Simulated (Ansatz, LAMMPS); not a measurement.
# Localised basis functions on amorphous 67HfO2-33GeO2 (mol %) (72 atoms)

Wanted: errors and times of a linear-scaling basis for amorphous 67HfO2-33GeO2 (mol %) (72 atoms). A setting counts as converged where the r.m.s. difference of forces stays under 1 % of the r.m.s. force.

Calculated with Ansatz 0.2.0; Kohn-Sham DFT, PBE, PAW (set soft_2), plane waves.

### Step 1. The starting structure

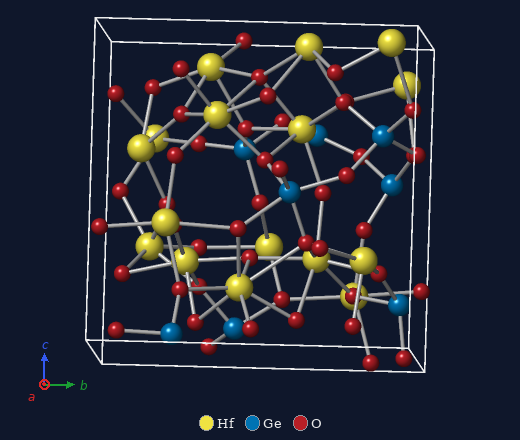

The starting structure, seen slightly off an axis (hafnium yellow, germanium blue, oxygen red).

The cell holds 72 atoms: 16 Hf, 8 Ge and 48 O. Its edges and angles: a = 10.070 Å, b = 10.070 Å, c = 10.070 Å, α = 90.0°, β = 90.0°, γ = 90.0°. 72 atoms (16 Zr, 8 Ge, 48 O) placed at random at 4.59 g/cm³, melted at 5000 K for 10 ps at fixed volume with the Morse and Coulomb pair potential with partial charges (Pedone, Malavasi, Menziani, Cormack and Segre, J. Phys. Chem. B 110, 11780 (2006)). Quenched from 5000 K to 300 K at 20 K/ps and fixed volume, held 10 ps at zero pressure, then minimised at fixed cell. Then Zr was replaced by Hf and the cell scaled by 1.008 (the potential has no terms for the new elements, so the cell is a start for a DFT relaxation).

Before any run, some limits are plain. The quench rate of 20 K/ps is many orders above laboratory rates, so the cell is likely richer in defects and strain than a real sample. The starting topology of bonds comes from the classical model, and needn't be the one that DFT or experiment would give. Only the Γ point is sampled, in a cell whose shortest periodic width is 10 Å. The levels lack spin–orbit coupling, which is large for the heavy elements here.

### Step 2. Making the structure

A classical potential makes the cell, at a small fraction of what the same run would cost in DFT.

This step: classical MD, Morse and Coulomb pair potential with partial charges (Pedone, Malavasi, Menziani, Cormack and Segre, J. Phys. Chem. B 110, 11780 (2006)) (LAMMPS 22 Jul 2025 - Update 4).

in.lmp

```
# melt-quench of Zr16Ge8O48
units metal
atom_style charge
boundary p p p
region box block 0 10.0540 0 10.0540 0 10.0540
create_box 3 box
mass 1 91.2240   # Zr
mass 2 72.6300   # Ge
mass 3 15.9990   # O
create_atoms 1 random 16 19865 NULL overlap 1.5 maxtry 2000
create_atoms 2 random 8 19872 NULL overlap 1.5 maxtry 2000
create_atoms 3 random 48 19879 NULL overlap 1.5 maxtry 2000
pair_style hybrid/overlay pedone 5.5 coul/long 8.0
pair_coeff * * coul/long
pair_coeff 1 3 pedone 0.206237 2.479675 2.436997 1   # Zr-O
pair_coeff 2 3 pedone 0.158118 2.294230 2.261313 5   # Ge-O
pair_coeff 3 3 pedone 0.042395 1.379316 3.618701 22   # O-O
set type 1 charge 2.4
set type 2 charge 2.4
set type 3 charge -1.2
kspace_style pppm 1.0e-4
neigh_modify delay 0 every 1 check yes
thermo_style custom step time temp pe press density
thermo_modify norm yes
timestep 0.002
thermo 100
min_style cg
minimize 1e-4 1e-4 200 2000
reset_timestep 0
velocity all create 5000 19866 mom yes dist gaussian
fix lim all nve/limit 0.05
fix lan all langevin 5000 5000 0.2 19867 zero yes
thermo 500
run 1000 post no
# [... 10 lines left out ...]
thermo 1666
fix md all npt temp 300 300 0.2 iso 0 0 2
run 5000 post no
unfix md
thermo 100
min_style cg
minimize 0 1e-3 2000 20000
write_dump all custom glass.dump id type xs ys zs modify sort id
```

Launch:

```bash
> lmp -in in.lmp -log none -nocite
```

Numbers of over 12 decimals in the logs are rounded to 6 here.

The program printed:

```text
LAMMPS (22 Jul 2025 - Update 4)
Created orthogonal box = (0 0 0) to (10.054 10.054 10.054)
Created 16 atoms
Created 8 atoms
Created 48 atoms
PPPM initialization ...
  G vector (1/distance) = 0.38975416
  grid = 12 12 12
  estimated relative force accuracy = 4.5928994e-05
   Step          Time           Temp          PotEng         Press         Density
         0   0              0             -3.2513148      1019480.9      4.5890057
        82   0.164          0             -15.496223      18320.945      4.5890057
Loop time of 0.0422753 s on 1 MPI rank(s) for 82 steps with 72 atoms
Minimization stats:
  Stopping criterion = energy tolerance
[... 37 lines left out ...]
    128282   256.564        315.80678     -15.562571     -1245.6168      4.6393677
    128500   257            300.87757     -15.575001     -5640.072       4.6782049
Loop time of 2.03283 s on 1 MPI rank(s) for 5000 steps with 72 atoms
   Step          Time           Temp          PotEng         Press         Density
    128500   257            300.87757     -15.575001     -5639.7941      4.6782049
    128514   257.028        300.87757     -15.609661     -8366.9579      4.6782049
Loop time of 0.0215682 s on 1 MPI rank(s) for 14 steps with 72 atoms
Minimization stats:
  Stopping criterion = linesearch alpha is zero
  Energy initial, next-to-last, final =
      -15.575001203939  -15.6096613560685  -15.6096613560685
  Force two-norm initial, final = 11.02555 0.58309233
  Iterations, force evaluations = 14 63
```

Run time: 39 s. Hardware: 1 thread of Arm Neoverse V2, shared host; peak memory 0.073 GiB.

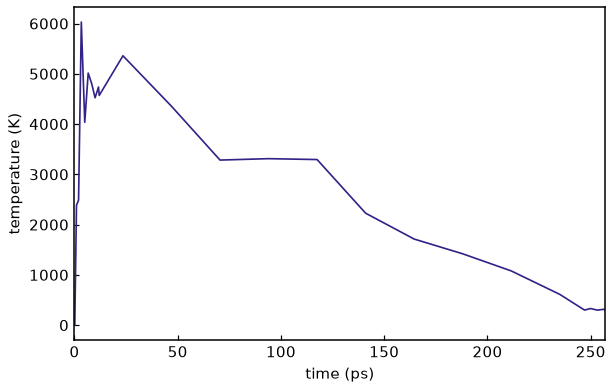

Temperature, plotted against time.

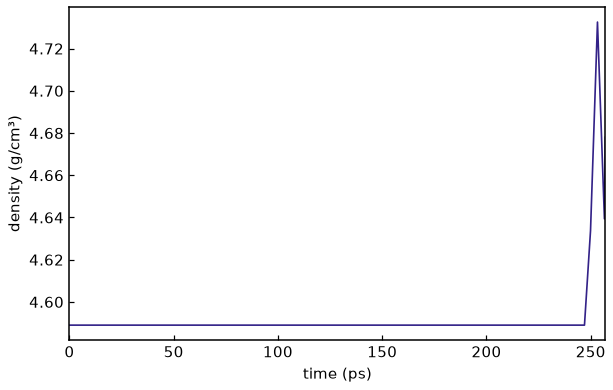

Density, plotted against time.

### Step 3. Plane-wave single point

The first run uses the default basis; a harder plane-wave run follows as the reference for the support functions.

input.yaml

```yaml
crystal:
  lattice:
    - [10.06961, 0.0, 0.0]
    - [0.0, 10.06961, 0.0]
    - [0.0, 0.0, 10.06961]
  atoms:
    - { symbol: Hf, position: [0.8167, 0.84336, 0.28076] }
    - { symbol: Hf, position: [0.52174, 0.6252, 0.70535] }
    - { symbol: Hf, position: [0.7654, 0.3747, 0.72522] }
    - { symbol: Hf, position: [0.31459, 0.93533, 0.86467] }
    - { symbol: Hf, position: [0.48196, 0.336, 0.8941] }
    - { symbol: Hf, position: [0.84666, 0.22849, 0.38225] }
    - { symbol: Hf, position: [0.51917, 0.68171, 0.30542] }
    - { symbol: Hf, position: [0.46761, 0.12654, 0.63791] }
    - { symbol: Hf, position: [0.7671, 0.65247, 0.94311] }
    - { symbol: Hf, position: [0.1706, 0.78367, 0.21699] }
    - { symbol: Hf, position: [0.00905, 0.1446, 0.70285] }
    - { symbol: Hf, position: [0.46854, 0.27316, 0.29206] }
    - { symbol: Hf, position: [0.05428, 0.5097, 0.37255] }
    - { symbol: Hf, position: [0.19824, 0.14713, 0.3543] }
    - { symbol: Hf, position: [0.98457, 0.91934, 0.94626] }
    - { symbol: Hf, position: [0.70146, 0.45446, 0.19685] }
    - { symbol: Ge, position: [0.74396, 0.88835, 0.67373] }
    - { symbol: Ge, position: [0.01346, 0.64568, 0.72432] }
    - { symbol: Ge, position: [0.20994, 0.41783, 0.10529] }
    - { symbol: Ge, position: [0.23768, 0.43564, 0.66003] }
    - { symbol: Ge, position: [0.79539, 0.60756, 0.48926] }
    - { symbol: Ge, position: [0.19538, 0.89204, 0.56281] }
    - { symbol: Ge, position: [0.47046, 0.93978, 0.17182] }
    - { symbol: Ge, position: [0.91848, 0.26071, 0.03148] }
    - { symbol: O, position: [0.07141, 0.33292, 0.05701] }
    - { symbol: O, position: [0.15465, 0.28843, 0.67945] }
    - { symbol: O, position: [0.4028, 0.4457, 0.71169] }
    - { symbol: O, position: [0.84315, 0.4532, 0.36896] }
    - { symbol: O, position: [0.32762, 0.42747, 0.98886] }
    - { symbol: O, position: [0.13536, 0.98943, 0.2401] }
    - { symbol: O, position: [0.62002, 0.63016, 0.10564] }
    - { symbol: O, position: [0.12406, 0.0248, 0.83009] }
    - { symbol: O, position: [0.96106, 0.58349, 0.54854] }
    - { symbol: O, position: [0.40599, 0.07603, 0.25219] }
    - { symbol: O, position: [0.04744, 0.29138, 0.36521] }
    - { symbol: O, position: [0.27459, 0.30761, 0.22773] }
    - { symbol: O, position: [0.49834, 0.69459, 0.51051] }
    - { symbol: O, position: [0.81981, 0.27764, 0.17679] }
    - { symbol: O, position: [0.87703, 0.53547, 0.77972] }
    - { symbol: O, position: [0.88673, 0.26444, 0.85647] }
    - { symbol: O, position: [0.14763, 0.54518, 0.75442] }
    - { symbol: O, position: [0.8529, 0.02487, 0.36328] }
    - { symbol: O, position: [0.09913, 0.78956, 0.65628] }
    - { symbol: O, position: [0.72438, 0.65938, 0.33836] }
    - { symbol: O, position: [0.84426, 0.81764, 0.07482] }
    - { symbol: O, position: [0.87012, 0.98492, 0.74756] }
    - { symbol: O, position: [0.68772, 0.52219, 0.59464] }
    - { symbol: O, position: [0.98723, 0.7158, 0.30337] }
    - { symbol: O, position: [0.22709, 0.81142, 0.41859] }
    - { symbol: O, position: [0.32911, 0.96597, 0.64703] }
    - { symbol: O, position: [0.6008, 0.25511, 0.73705] }
    - { symbol: O, position: [0.79651, 0.78221, 0.54523] }
    - { symbol: O, position: [0.21703, 0.4859, 0.49667] }
    - { symbol: O, position: [0.36751, 0.20628, 0.4731] }
    - { symbol: O, position: [0.17008, 0.55988, 0.20146] }
    - { symbol: O, position: [0.11224, 0.04746, 0.52925] }
    - { symbol: O, position: [0.56006, 0.31456, 0.09576] }
    - { symbol: O, position: [0.6255, 0.49459, 0.85564] }
    - { symbol: O, position: [0.16913, 0.841, 0.01201] }
    - { symbol: O, position: [0.46346, 0.95846, 0.00674] }
    - { symbol: O, position: [0.94301, 0.74525, 0.85235] }
    - { symbol: O, position: [0.60865, 0.88074, 0.25707] }
    - { symbol: O, position: [0.39216, 0.75158, 0.80282] }
    - { symbol: O, position: [0.51903, 0.47498, 0.30266] }
    - { symbol: O, position: [0.3791, 0.79181, 0.20266] }
    - { symbol: O, position: [0.9319, 0.08985, 0.03763] }
    - { symbol: O, position: [0.84568, 0.50135, 0.05865] }
    - { symbol: O, position: [0.64226, 0.24362, 0.39134] }
    - { symbol: O, position: [0.61856, 0.9898, 0.62636] }
    - { symbol: O, position: [0.87003, 0.25342, 0.589] }
    - { symbol: O, position: [0.38821, 0.15349, 0.8323] }
    - { symbol: O, position: [0.67885, 0.76018, 0.78006] }
kpoints:
  mp_grid: { grid: [1, 1, 1] }
hamiltonian:
  xc: pbe
scf:
  occupations: { method: fixed }
output:
  forces: true
  stress: true
  populations: true
  dos:
    method: { smearing: { sigma: 0.15 } }
    de: 0.1
    projected: { site_lists: { Ge: [Ge], Hf: [Hf], O: [O] } }
  eigenvalues: true
  write_density: true
  write_potential: true
  volumetric_format: npy
  elf: true
```

Launch:

```bash
> ansatz run input.yaml --threads 4 --pin off --max-ram 8192MiB --backend cpu --events-out ev --progress --plain --runs-dir out
```

The program printed:

```text
Engine: ansatz 0.2.0, aarch64-unknown-linux-gnu
Pseudopotentials: kind: paw
Pseudopotential: Hf, paw, valence charge 26, recommended cutoff 420 eV (normal), Hf.paw.azcp
Pseudopotential: Ge, paw, valence charge 14, recommended cutoff 420 eV (normal), Ge.paw.azcp
Pseudopotential: O, paw, valence charge 6, recommended cutoff 420 eV (normal), O.paw.azcp
[... 5 lines on functional and potentials left out ...]
Crystal: 72 atoms, lattice volume = 1021.029 Å³
Basis set: ecut = 420 eV, 20005 PW (Γ), exchange–correlation on 144×144×144 points (8 copies of the dense FFT grid, shifted against one another)
Bands: 490, of which v1, the nominal top of the filled ones, is band 408 counted from 1 (407 counted from 0)
Symmetry: 1 space group operations
Space group: P1 (ITA 1), of the structure as read, at distance tolerance 1.0e-4 Å
k-points: 1
[... 7 lines on functional and potentials left out ...]
Initial density: superposition of atomic densities (neutral atoms: chi_scale 0, normalization atom), corrected by the library's trained network
Initial wavefunctions: pseudopotential atomic-orbital guess
Functional: x = pbe(κ = 0.804, μ = 0.219515), c = pbe(β = 0.066725)
SCF iter   1: F=—  HF=-313208.759589 eV  |F-HF|=—  |Δ(HF+E_count)|=         —  Δρ=3.72e-3  dr2=1.39e-1  ethr=1.77e-3  ⟨swp⟩=5.0  Hψ=1522  notcnv=0  defer=79
preconditioner: auto → Resta (q_TF=auto, 2.628 Å⁻¹)  ε∞=4.2  [insulator: Δε(μ)=3.090 eV  Ē_g=18.157 eV  n_scr=304 (ndim 8)  ℏωp=32.5 eV  f_vac=0.183  ε∞_Penn≈4.2]
SCF iter   2: F=—  HF=-313208.762378 eV  |F-HF|=—  |Δ(HF+E_count)|=   2.79e-3  Δρ=1.91e-3  dr2=2.62e-2  ethr=1.70e-5  ⟨swp⟩=2.0  Hψ=870  notcnv=0  defer=80
SCF iter   3: F=—  HF=-313208.763469 eV  |F-HF|=—  |Δ(HF+E_count)|=   1.09e-3  Δρ=8.36e-4  dr2=8.06e-3  ethr=3.21e-6  ⟨swp⟩=2.0  Hψ=693  notcnv=0  defer=80
SCF iter   4: F=—  HF=-313208.764349 eV  |F-HF|=—  |Δ(HF+E_count)|=   8.80e-4  Δρ=2.38e-4  dr2=6.71e-4  ethr=9.88e-7  ⟨swp⟩=2.0  Hψ=820  notcnv=0  defer=80
SCF iter   5: F=—  HF=-313208.764541 eV  |F-HF|=—  |Δ(HF+E_count)|=   1.92e-4  Δρ=1.65e-4  dr2=2.74e-4  ethr=8.22e-8  ⟨swp⟩=2.0  Hψ=820  notcnv=0  defer=80
SCF iter   6: F=—  HF=-313208.764597 eV  |F-HF|=—  |Δ(HF+E_count)|=   5.66e-5  Δρ=4.67e-5  dr2=2.63e-5  ethr=3.35e-8  ⟨swp⟩=2.0  Hψ=818  notcnv=0  defer=79
SCF iter   7: F=—  HF=-313208.766273 eV  |F-HF|=—  |Δ(HF+E_count)|=   1.68e-3  Δρ=3.26e-5  dr2=1.17e-5  ethr=3.23e-9  ⟨swp⟩=2.0  Hψ=898  notcnv=0  defer=79
SCF iter   8: F=—  HF=-313208.766276 eV  |F-HF|=—  |Δ(HF+E_count)|=   2.77e-6  Δρ=1.23e-5  dr2=1.91e-6  ethr=1.43e-9  ⟨swp⟩=2.0  Hψ=818  notcnv=0  defer=79
SCF iter   9: F=—  HF=-313208.766277 eV  |F-HF|=—  |Δ(HF+E_count)|=   1.20e-6  Δρ=6.06e-6  dr2=4.02e-7  ethr=2.34e-10  ⟨swp⟩=2.0  Hψ=677  notcnv=0  defer=79
SCF iter  10: F=-313208.766277 eV  HF=-313208.766277 eV  |F-HF|=2.17e-8  |Δ(HF+E_count)|=   8.45e-8  Δρ=2.77e-6  dr2=9.31e-8  ethr=1.23e-11  ⟨swp⟩=17.0  Hψ=3929  notcnv=0
SCF 1 converged in 10 iterations: F = -313208.766277 eV  dr2 = 9.31e-8
  greatest PAW one-centre occupation: 0.999 electrons in one spin orbital (limit 2), on the Ge atom at site 17 (counted from 0), in its partial waves of l = 2
SCF converged after 10 iterations
Free energy (F): -313208.766277 eV
Harris-Foulkes:  -313208.766277 eV  (|F-HF|=2.17e-8)
Internal energy: -313208.766277 eV  (E = F + TS)
E sigma→0 (E₀):  -313208.766277 eV
Fermi energy:    8.659644 eV
--- Per-component energies (eV) ---
  E_band       = -4697.017849
  E_kinetic    = 15951.981025
  E_local      = -153588.706192  (includes V_loc(G=0)·N_el)
  E_nonlocal   = -14180.474517
  E_hartree    = 68914.595992
  E_xc         = -8900.655807
  E_vxc        = -9236.006260  (∫ρ·V_xc dr)
  E_paw        = -134621.111699  (= ΣΔE_a)
  E_vpaw       = 18526.890997  (= ΣTr[D̂ρ^β])
  E_aug_tail   = 0.120791  (compensation charges beyond the density's cutoff)
  E_ewald      = -86784.515872
  E_smearing   = -0.000000  (= −TS)
  E_closure    = 0.000000  (closes the sum)
  Σ components = -313208.766277   (vs F -313208.766277, Δ=0.00e0)
--- Forces (eV/Å), atoms counted from 1 ---
  atom   1  Hf     1.01921048     1.16897574    -0.42953150
  atom   2  Hf    -1.42233129     2.30998054    -1.00049673
  atom   3  Hf     0.71089812     0.45372082    -0.13978133
  atom   4  Hf     0.70970698    -1.45734401     0.60234483
  atom   5  Hf    -0.52957681    -0.08522326     1.55024390
  atom   6  Hf    -1.08494014    -1.91672420    -0.31149796
  atom   7  Hf    -0.07512265    -1.04535059     1.62968506
  atom   8  Hf     0.69238507    -0.62221210     0.46343220
  atom   9  Hf     0.70822030    -1.35162816     1.56969396
  atom  10  Hf    -0.50609056     2.75568121     1.18642187
  atom  11  Hf     1.56679180     0.68440455    -0.16740043
  atom  12  Hf     1.95748964     0.25465100    -0.07253319
  atom  13  Hf     0.66482034    -0.70397065     1.53336904
  atom  14  Hf    -1.44287825    -1.36124156    -0.81996924
[...]
atom  71  O      0.63989702    -0.26268984    -0.93387473
  atom  72  O     -0.66040965    -0.62612893     0.58741696
  max |Σ_I F_I| component: 7.78e-5 eV/Å
--- Stress (GPa, compression-positive) ---
       -1.063900      -0.859289       0.440700
       -0.859289      -6.297735      -1.798532
        0.440699      -1.798532      -5.355795
  P = ⅓ Tr σ = -4.2391 GPa (-42.391 kbar)
--- Band table (eV) ---
  k-point 0: bands = ["-53.1192", "-53.0594", "-53.0305", "-52.9101", [... 474 levels ...], "15.8650", "16.0651", "16.0760", "16.1652", "16.3014", "16.3322", "16.4264", "16.5119", "16.5461", "16.6036", "16.6272", "16.6810"]
--- Löwdin populations: 72 sites ---
  site symbol       q [e]
     0     Hf     24.4323
     1     Hf     24.4812
     2     Hf     24.4921
[...]
71      O      6.7271
  spilling = 0.003355 (of n_electrons = 816.000000)
```

Run time: 20 s. Hardware: 4 threads of Arm Neoverse V2, shared host; peak memory 1.7 GiB.

Numbers from this run:

| Quantity | Value |
| --- | --- |
| free energy | -313208.7663 eV |
| free energy per atom | -4350.1218 eV/atom |
| SCF cycles | 10 |
| pressure | -4.239 GPa |
| r.m.s. force component | 0.8647 eV/Å |
| longest force | 3.068 eV/Å |
| Fermi energy | 8.66 eV |
| gap (highest filled to lowest empty level) | 3.121 eV |
| spilling of the projection | 0.003355 |

The r.m.s. force component of 0.86 eV/Å and the pressure of -4.2 GPa set the scale for the differences below.

### Step 4. Plane waves at 750 eV (750 eV)

The grid of the support functions holds more waves than the default cutoff, so they are judged against a harder plane-wave run.

input.yaml, the sections that differ from step 3:

```yaml
output:
  forces: true
  eigenvalues: true
basis:
  ecutwfc: "750 eV"
# crystal, kpoints, hamiltonian, scf: as in step 3
```

The program printed:

```text
[...]
Crystal: 72 atoms, lattice volume = 1021.029 Å³
Basis set: ecut = 750 eV, 47497 PW (Γ), exchange–correlation on 180×180×180 points (8 copies of the dense FFT grid, shifted against one another)
Bands: 490, of which v1, the nominal top of the filled ones, is band 408 counted from 1 (407 counted from 0)
Symmetry: 1 space group operations
[...]
k-points: 1
[...]
SCF iter   1: F=—  HF=-313209.133918 eV  |F-HF|=—  |Δ(HF+E_count)|=         —  Δρ=3.83e-3  dr2=1.41e-1  ethr=1.77e-3  ⟨swp⟩=5.0  Hψ=1560  notcnv=0  defer=79
[...]
SCF iter   3: F=—  HF=-313209.133018 eV  |F-HF|=—  |Δ(HF+E_count)|=   2.29e-4  Δρ=8.79e-4  dr2=8.23e-3  ethr=3.42e-6  ⟨swp⟩=2.0  Hψ=693  notcnv=0  defer=63
automatic band count: iteration 3 solves 473 bands in place of 490: the levels show a gap, and the empty bands left out lie too high to hold charge; the band table lists the bands solved (type scf.n_extra_bands for more)
SCF iter   4: F=—  HF=-313209.133780 eV  |F-HF|=—  |Δ(HF+E_count)|=   7.63e-4  Δρ=2.28e-4  dr2=6.38e-4  ethr=1.01e-6  ⟨swp⟩=2.0  Hψ=820  notcnv=0  defer=63
SCF iter   5: F=—  HF=-313209.134064 eV  |F-HF|=—  |Δ(HF+E_count)|=   2.84e-4  Δρ=1.51e-4  dr2=2.36e-4  ethr=7.82e-8  ⟨swp⟩=2.0  Hψ=820  notcnv=0  defer=63
[...]
SCF iter  10: F=—  HF=-313209.134933 eV  |F-HF|=—  |Δ(HF+E_count)|=   9.56e-8  Δρ=2.97e-6  dr2=1.05e-7  ethr=1.23e-11  ⟨swp⟩=11.0  Hψ=2113  notcnv=0
SCF iter  11: F=-313209.134933 eV  HF=-313209.134933 eV  |F-HF|=8.27e-9  |Δ(HF+E_count)|=   4.07e-8  Δρ=1.19e-6  dr2=2.00e-8  ethr=1.23e-11  ⟨swp⟩=4.0  Hψ=1552  notcnv=0
SCF 1 converged in 11 iterations: F = -313209.134933 eV  dr2 = 2.00e-8
[...]
SCF converged after 11 iterations
Free energy (F): -313209.134933 eV
[...]
Internal energy: -313209.134933 eV  (E = F + TS)
E sigma→0 (E₀):  -313209.134933 eV
Fermi energy:    8.659518 eV
[...]
Σ components = -313209.134933   (vs F -313209.134933, Δ=0.00e0)
--- Forces (eV/Å), atoms counted from 1 ---
  atom   1  Hf     1.01861390     1.16611640    -0.42966701
  atom   2  Hf    -1.41953045     2.30773257    -0.99965286
  atom   3  Hf     0.70996183     0.45479708    -0.13908938
  atom   4  Hf     0.70875525    -1.45696683     0.60111000
[...]
atom  72  O     -0.65876493    -0.62478672     0.58444325
  max |Σ_I F_I| component: 5.33e-5 eV/Å
--- Band table (eV) ---
[...]
```

Run time: 29 s. Hardware: 4 threads; peak memory 3.3 GiB.

Forces differ from the reference by 2.2 meV/Å r.m.s., 0.25 % of their size, well within a tolerance of 1 %; the energy by -5.1 meV/atom. It took 29 s and 11 cycles; the reference's time can't be set against it, since the two runs asked for unlike analyses.

(Continued in part 2 of 3.)

[Logs are printed without paths, hosts, clocks, repeated set-up lines and the standing remarks that a program may print on its own settings, such as how far it seeks lower states.]

[Hosts, paths, dates, database ids (printed as entryN), source tags and the programs' standing remarks are cut or masked in the printed files.]
